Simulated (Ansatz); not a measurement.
# CH8AlB2N: single point in a Gaussian basis from a Python script

Wanted for CH8AlB2N: a single point in a Gaussian basis. SMILES: CB[BH][AlH][NH2].

All numbers are computed with the Python package of Ansatz 0.2.0. Level of theory: B3LYP/cc-pVDZ.

## 1. The structure

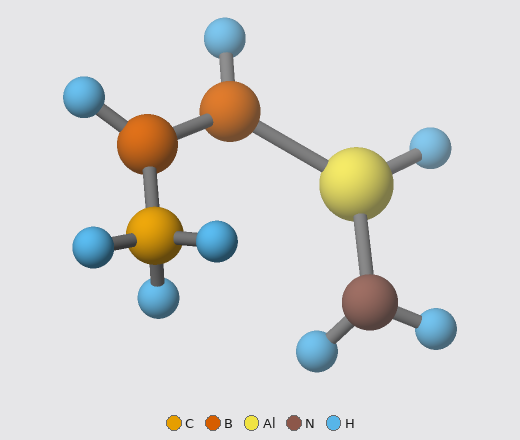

The structure that the script starts from, seen from a chosen angle (carbon amber, boron orange, aluminium yellow, nitrogen brown, hydrogen blue).

No structure file is read: the coordinates are typed or built in the script.

## 2. The code

File energy.py:

```python
import ansatz
from ase import Atoms

atoms = Atoms(["C", "B", "B", "Al", "N", "H", "H", "H", "H", "H", "H", "H", "H"], positions=[
    [-0.9701, -0.0601, -1.4947],
    [-0.4854, -1.4011, -0.9394],
    [0.4597, -1.4736, 0.3933],
    [1.1868, 0.2167, 1.4442],
    [0.571, 1.9425, 0.8691],
    [-0.1624, 0.6558, -1.7701],
    [-1.6216, 0.4855, -0.7373],
    [-1.5896, -0.1821, -2.4217],
    [-0.7711, -2.3854, -1.445],
    [0.8636, -2.5304, 0.8079],
    [2.0588, 0.0428, 2.7371],
    [0.9976, 2.6343, 1.5856],
    [-0.5169, 2.0204, 0.9858],
])
mol = ansatz.Crystal.molecule_from_ase(atoms)

base = (
    mol.calculation()
    .basis(gaussian="cc-pVDZ")
    .functional("b3lyp")
)
out = base.run(threads=1)
report = out.report

for key in ("converged", "free_energy_ev", "reference_energy_ev", "n_frozen", "n_occupied", "n_virtual"):
    print(f"{key:22s} {report[key]}")

field = report["mean_field"]
print("<S^2> =", round(abs(field["state"]["spin_squared"]), 4), " all-electron relativity setting:", field["relativity"])
print("passes:", field["passes"])
if "symmetry" in field:
    print("occupied orbitals by irrep:", field["symmetry"]["occupied"])
```

## 3. Running it

Run with:

```bash
> python energy.py
```

Standard output:

```text
converged              True
free_energy_ev         -10605.577677637846
reference_energy_ev    -10605.577677637846
n_frozen               0
n_occupied             [22, 22]
n_virtual              [92, 92]
<S^2> = 0.0  all-electron relativity setting: none
passes: {'evaluations': 15, 'products': 13}
occupied orbitals by irrep: [{'A': 22}, {'A': 22}]
```

Wall time 1.9 s (1 thread of AMD EPYC 9B45 (Zen 5), shared host); peak memory 0.29 GiB.

## 4. What the engine kept of the run

The report of the run holds:

| item | value |
| --- | --- |
| SCF cycles in all | 17 |
| orbitals | 114 |
| total energy (eV) | -10605.57768 |

## 5. The command-line twin

The engine's input of that run, saved to a file, gives the whole log.

File input.yaml:

```yaml
crystal:
  periodic: [false, false, false]
  atoms:
    - { symbol: C, position_ang: [-0.9701, -0.0601, -1.4947] }
    - { symbol: B, position_ang: [-0.4854, -1.4011, -0.9394] }
    - { symbol: B, position_ang: [0.4597, -1.4736, 0.3933] }
    - { symbol: Al, position_ang: [1.1868, 0.2167, 1.4442] }
    - { symbol: "N", position_ang: [0.571, 1.9425, 0.8691] }
    - { symbol: H, position_ang: [-0.1624, 0.6558, -1.7701] }
    - { symbol: H, position_ang: [-1.6216, 0.4855, -0.7373] }
    - { symbol: H, position_ang: [-1.5896, -0.1821, -2.4217] }
    - { symbol: H, position_ang: [-0.7711, -2.3854, -1.445] }
    - { symbol: H, position_ang: [0.8636, -2.5304, 0.8079] }
    - { symbol: H, position_ang: [2.0588, 0.0428, 2.7371] }
    - { symbol: H, position_ang: [0.9976, 2.6343, 1.5856] }
    - { symbol: H, position_ang: [-0.5169, 2.0204, 0.9858] }
basis:
  gaussian: { orbitals: cc-pVDZ }
hamiltonian:
  xc: b3lyp
```

Run with:

```bash
> ansatz run input.yaml --threads 1 --pin off --max-ram 4096MiB --backend cpu --events-out ev --progress --plain --runs-dir out
```

Standard output:

```text
Warning: RAYON_NUM_THREADS=1 ignored (pool sized by the plan → 1); use --threads N
Engine: ansatz 0.2.0, x86_64-unknown-linux-gnu
Functional definition: B3LYP
  parameter a0 = 0.2
  parameter ax = 0.72
  parameter ac = 0.81
  exchange = (1 - a0 - ax)*slater_x + ax*b88_x + a0*exact_x
  correlation = (1 - ac)*vwn_rpa_c + ac*lyp_c
1419 factors; their error is unknown
mean field evaluation 1: about -10594.1706 eV, gradient 7.0e1 eV
mean field evaluation 2: about -10554.2500 eV, gradient 1.2e2 eV
mean field evaluation 4: about -10605.3241 eV, gradient 8.6e0 eV
mean field evaluation 8: about -10605.5654 eV, gradient 1.6e-1 eV
mean field evaluation 16: about -10605.5774 eV, gradient 5.5e-5 eV
mean field -10605.57737602 eV, -389.7477798502 hartree, gradient 5.5e-5 eV, S^2 0.000000; 0 other end points of the search recorded, 0 dependent functions left out
reference -10605.57767764 eV, -389.7477909344 hartree; 22, 22 occupied and 92, 92 virtual orbitals, 1419 factors
Total energy: -10605.57767764 eV, -389.7477909344 hartree
```

It took 1.6 s on 1 thread of AMD EPYC 9B45 (Zen 5), shared host; peak memory 0.22 GiB.

Script and command line differ by 0.000 meV in the energy.

## 6. What came out

| quantity | value |
| --- | --- |
| total energy | -10605.5777 eV |

What this shows: The run converged in 17 cycles with 114 orbitals. Reading the output:
- The geometry is a force-field or estimated start, not a minimum of this method, and the basis set is short of its limit.
- b3lyp holds the VWN-RPA fit, as in Gaussian; the form of ORCA and Turbomole is b3lyp5.
